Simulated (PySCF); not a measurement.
# Yb(NH2)3: how settings move a single point

Aim: repeat the single point on relaxed Yb(NH2)3 with altered settings, some of them bad on purpose. The structure is generated, not taken from experiment.

Method: PBE, Yb lcecp-1-SVP with ECP59, N def2-SVP, H def2-SVP; scalar-relativistic core potentials, no spin–orbit coupling; program: PySCF 2.14.0.

3 further runs of the same task are left out: 2 for a known fault of the program, 1 that didn't finish.

## Step 1: Starting geometry

10 atoms, charge 0, spin multiplicity 1.

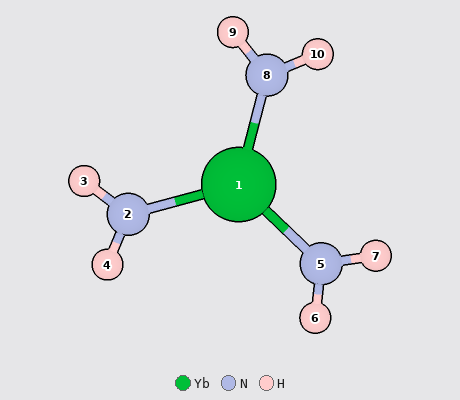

The geometry (ytterbium green, nitrogen light blue, hydrogen pink); atoms are numbered from 1 in the order of the file.

Coordinates:

```xyz
10

Yb    0.0037    0.0027    0.0012
N     2.1303    0.0038    0.2303
H     2.7459   -0.8155    0.3286
H     2.7623    0.8165    0.2527
N    -1.0572    1.8470   -0.2159
H    -0.6713    2.8011   -0.2257
H    -2.0728    1.9680   -0.3323
N    -1.0689   -1.8475   -0.0149
H    -0.6875   -2.7973    0.0950
H    -2.0845   -1.9789   -0.1190
```

Formal oxidation states: Yb +3. Each metal's 13 4f electrons lie in its core potential, so multiplicities, spins and levels count the valence alone. An earlier session relaxed this geometry at PBE, Yb lcecp-1-SVP with ECP59, N def2-SVP, H def2-SVP (singlet, point group D3h).

The sound run used a (50, 194) grid (finer on f atoms), a threshold of 1e-8 and at most 55 cycles, and ended at -207.048703 Eh.

## Step 2: Altered run 1

The input, run.py (the lines that set the calculation):

```python
mol = gto.M(atom='''
Yb     0.00374     0.00272     0.00117
N      2.13033     0.00383     0.23034
H      2.74591    -0.81553     0.32857
H      2.76226     0.81653     0.25274
N     -1.05716     1.84703    -0.21593
H     -0.67125     2.80114    -0.22573
H     -2.07285     1.96796    -0.33228
N     -1.06893    -1.84749    -0.01493
H     -0.68753    -2.79727     0.09502
H     -2.08452    -1.97892    -0.11898''',
    basis={'Yb': 'lcecp-1-SVP', 'N': 'def2-SVP', 'H': 'def2-SVP'},
    ecp={'Yb': 'lcecp-1-SVP'},
    charge=0, spin=0)
mf = dft.RKS(mol, xc='PBE')
mf.grids.atom_grid = (99, 590)  # f atoms: unpruned, at least (60, 302)
mf = mf.density_fit()  # fitting sets: Yb AutoAux, N def2-universal-JKFIT, H def2-universal-JKFIT
mf.conv_tol = 1e-08; mf.max_cycle = 55
mf.kernel(dm0)  # dm0: free metal ions and neutral atoms
```

Run with:

```console
$ OMP_NUM_THREADS=2 python run.py
```

What it wrote:

```text
init E= -210.015196402302
  HOMO = -0.22507888938982  LUMO = -0.140077278018127  gap/eV = 2.31301
cycle= 1 E= -206.959397872139  delta_E= 3.06  |g|= 0.566  |ddm|= 3.31
  HOMO = -0.187137196629247  LUMO = -0.0239878654487331  gap/eV = 4.43952
cycle= 2 E= -206.891123718459  delta_E= 0.0683  |g|= 0.717  |ddm|= 1.54
  HOMO = -0.152861351106566  LUMO = -0.0549003896298395  gap/eV = 2.66565
cycle= 3 E= -207.033822266861  delta_E= -0.143  |g|= 0.253  |ddm|= 0.951
  HOMO = -0.176372174036015  LUMO = -0.0676832191050529  gap/eV = 2.95758
cycle= 4 E= -207.048440132077  delta_E= -0.0146  |g|= 0.029  |ddm|= 0.257
  HOMO = -0.175968834808444  LUMO = -0.0655233057172655  gap/eV = 3.00538
cycle= 5 E= -207.04869795491  delta_E= -0.000258  |g|= 0.00343  |ddm|= 0.0514
  HOMO = -0.175955154931986  LUMO = -0.0657784928500131  gap/eV = 2.99806
cycle= 6 E= -207.048701327052  delta_E= -3.37e-06  |g|= 0.000515  |ddm|= 0.00634
  HOMO = -0.175873357100165  LUMO = -0.0656873763258581  gap/eV = 2.99831
cycle= 7 E= -207.048701418947  delta_E= -9.19e-08  |g|= 7.52e-05  |ddm|= 0.000987
  HOMO = -0.175873767542506  LUMO = -0.0656885870274202  gap/eV = 2.99829
cycle= 8 E= -207.048701418702  delta_E= 2.45e-10  |g|= 8.34e-05  |ddm|= 0.000132
  HOMO = -0.175875838654616  LUMO = -0.0656901303886652  gap/eV = 2.99831
Extra cycle  E= -207.048701409887  delta_E= 8.81e-09  |g|= 0.000209  |ddm|= 0.000239
converged SCF energy = -207.048701409887
```

It took 12 s on 2 threads of Arm Neoverse V1, shared host.

Changed: the integration grid, to (99, 590). It converges in 8 cycles, at the sound run's energy within 0.001 eV, with a largest force component of 0.02 eV/Å. The result survives the change.

## Step 3: Altered run 2

The input, run.py (the lines that set the calculation):

```python
mol = gto.M(atom='''
Yb     0.00392     0.00285     0.00123
N      2.23685     0.00402     0.24186
H      2.88321    -0.85631     0.34500
H      2.90038     0.85736     0.26538
N     -1.11002     1.93938    -0.22672
H     -0.70482     2.94120    -0.23702
H     -2.17650     2.06636    -0.34890
N     -1.12238    -1.93986    -0.01567
H     -0.72190    -2.93713     0.09978
H     -2.18875    -2.07787    -0.12493''',
    basis={'Yb': 'lcecp-1-SVP', 'N': 'def2-SVP', 'H': 'def2-SVP'},
    ecp={'Yb': 'lcecp-1-SVP'},
    charge=0, spin=0)
mf = dft.RKS(mol, xc='PBE')
mf.grids.atom_grid = (50, 194)  # f atoms: unpruned, at least (60, 302)
mf = mf.density_fit()  # fitting sets: Yb AutoAux, N def2-universal-JKFIT, H def2-universal-JKFIT
mf.conv_tol = 1e-08; mf.max_cycle = 55
mf.kernel(dm0)  # dm0: free metal ions and neutral atoms
```

Run with:

```console
$ OMP_NUM_THREADS=2 python run.py
```

What it wrote:

```text
init E= -209.772509747159
  HOMO = -0.209266361466353  LUMO = -0.144228835044702  gap/eV = 1.76976
cycle= 1 E= -206.911795858802  delta_E= 2.86  |g|= 0.653  |ddm|= 3.24
  HOMO = -0.21417605503124  LUMO = -0.0332972394358624  gap/eV = 4.92196
cycle= 2 E= -206.73291942701  delta_E= 0.179  |g|= 1.02  |ddm|= 1.68
  HOMO = -0.146557824911453  LUMO = -0.0567470007165234  gap/eV = 2.44388
cycle= 3 E= -207.009276128523  delta_E= -0.276  |g|= 0.276  |ddm|=  1.1
  HOMO = -0.173035033480641  LUMO = -0.0803026896278496  gap/eV = 2.52338
cycle= 4 E= -207.02737506879  delta_E= -0.0181  |g|= 0.0439  |ddm|= 0.345
  HOMO = -0.172774845059162  LUMO = -0.0759490255845527  gap/eV = 2.63476
cycle= 5 E= -207.028064038645  delta_E= -0.000689  |g|= 0.0076  |ddm|= 0.0797
  HOMO = -0.172624072274336  LUMO = -0.0764864142778219  gap/eV = 2.61604
cycle= 6 E= -207.028081363345  delta_E= -1.73e-05  |g|= 0.000922  |ddm|= 0.0119
  HOMO = -0.172524503780487  LUMO = -0.0763404195883464  gap/eV = 2.61730
cycle= 7 E= -207.028081516645  delta_E= -1.53e-07  |g|= 0.000841  |ddm|= 0.00182
  HOMO = -0.172520183968529  LUMO = -0.0763315632558665  gap/eV = 2.61743
cycle= 8 E= -207.028081691036  delta_E= -1.74e-07  |g|= 5.22e-05  |ddm|= 0.000725
  HOMO = -0.172522207821435  LUMO = -0.0763345503936392  gap/eV = 2.61740
cycle= 9 E= -207.028081691814  delta_E= -7.78e-10  |g|= 7.9e-06  |ddm|= 5.91e-05
  HOMO = -0.172524055808893  LUMO = -0.0763346093768682  gap/eV = 2.61745
Extra cycle  E= -207.028081691735  delta_E= 7.91e-11  |g|= 1.93e-05  |ddm|= 2.38e-05
converged SCF energy = -207.028081691735
```

Wall time 5.1 s (2 threads of Arm Neoverse V1, shared host).

Changed: the scale of all coordinates (1.05). It converges in 9 cycles, +0.561 eV from the sound run, with a largest force component of 1.81 eV/Å. The setting is unsound, so these numbers aren't the compound's.

## Step 4: Altered run 3

The input, run.py (the lines that set the calculation):

```python
mol = gto.M(atom='''
Yb     0.00374     0.00272     0.00117
N      2.13033     0.00383     0.23034
H      2.74591    -0.81553     0.32857
H      2.76226     0.81653     0.25274
N     -1.05716     1.84703    -0.21593
H     -0.67125     2.80114    -0.22573
H     -2.07285     1.96796    -0.33228
N     -1.06893    -1.84749    -0.01493
H     -0.68753    -2.79727     0.09502
H     -2.08452    -1.97892    -0.11898''',
    basis={'Yb': 'lcecp-1-SVP', 'N': 'def2-SVP', 'H': 'def2-SVP'},
    ecp={'Yb': 'lcecp-1-SVP'},
    charge=0, spin=0)
mf = dft.RKS(mol, xc='PBE')
mf.grids.atom_grid = (50, 194)  # f atoms: unpruned, at least (60, 302)
mf = mf.density_fit()  # fitting sets: Yb AutoAux, N def2-universal-JKFIT, H def2-universal-JKFIT
mf.conv_tol = 0.001; mf.max_cycle = 55
mf.kernel(dm0)  # dm0: free metal ions and neutral atoms
```

Run with:

```console
$ OMP_NUM_THREADS=2 python run.py
```

What it wrote:

```text
init E= -210.01520333898
  HOMO = -0.225079657348806  LUMO = -0.140077024275747  gap/eV = 2.31304
cycle= 1 E= -206.959399812808  delta_E= 3.06  |g|= 0.566  |ddm|= 3.31
  HOMO = -0.187139378377072  LUMO = -0.0239891167972139  gap/eV = 4.43954
cycle= 2 E= -206.89112568901  delta_E= 0.0683  |g|= 0.717  |ddm|= 1.54
  HOMO = -0.152862219156901  LUMO = -0.0549012822365551  gap/eV = 2.66565
cycle= 3 E= -207.033824169814  delta_E= -0.143  |g|= 0.253  |ddm|= 0.951
  HOMO = -0.176373183948752  LUMO = -0.0676841035313274  gap/eV = 2.95758
cycle= 4 E= -207.048442188168  delta_E= -0.0146  |g|= 0.029  |ddm|= 0.257
  HOMO = -0.17596990591523  LUMO = -0.0655240530132595  gap/eV = 3.00538
cycle= 5 E= -207.048700009431  delta_E= -0.000258  |g|= 0.00343  |ddm|= 0.0514
  HOMO = -0.175656262322059  LUMO = -0.0659529057086239  gap/eV = 2.98518
Extra cycle  E= -207.048692534302  delta_E= 7.48e-06  |g|= 0.00628  |ddm|= 0.0121
converged SCF energy = -207.048692534302
```

It took 4.2 s on 2 threads of Arm Neoverse V1, shared host.

Changed: the SCF threshold (0.001). It converges in 5 cycles, at the sound run's energy within 0.001 eV, with a largest force component of 0.02 eV/Å. The result survives the change.

## Step 5: Altered run 4

Edit run.py (the lines that set the calculation) of step 4 so:

```diff
@@ -13,3 +13,3 @@
     ecp={'Yb': 'lcecp-1-SVP'},
-    charge=0, spin=0)
+    charge=5, spin=0)
 mf = dft.RKS(mol, xc='PBE')
@@ -17,3 +17,3 @@
 mf = mf.density_fit()  # fitting sets: Yb AutoAux, N def2-universal-JKFIT, H def2-universal-JKFIT
-mf.conv_tol = 0.001; mf.max_cycle = 55
+mf.conv_tol = 1e-08; mf.max_cycle = 64
 mf.kernel(dm0)  # dm0: free metal ions and neutral atoms
```

Run with:

```console
$ OMP_NUM_THREADS=2 python run.py
```

What it wrote:

```text
RuntimeError: Electron number 33 and spin 0 are not consistent
Note mol.spin = 2S = Nalpha - Nbeta, not 2S+1
```

Hardware: 2 threads of Arm Neoverse V1, shared host.

Changed: the charge (by +5); the cycle limit is 64. The program refuses it: the number of electrons and the spin don't fit.

## Step 6: Results

| run | changed | ending | energy change (eV) | cycles | time | usable |
| --- | --- | --- | --- | --- | --- | --- |
| 1 | the integration grid | converged | 0.000 | 8 | 12 s | yes |
| 2 | the scale of all coordinates | converged | +0.561 | 9 | 5.1 s | no |
| 3 | the SCF threshold | converged | 0.000 | 5 | 4.2 s | yes |
| 4 | the charge | refused | – | – | 0 s | no |

2 of 4 altered runs give a usable result. 1 ended normally with numbers unfit to quote.
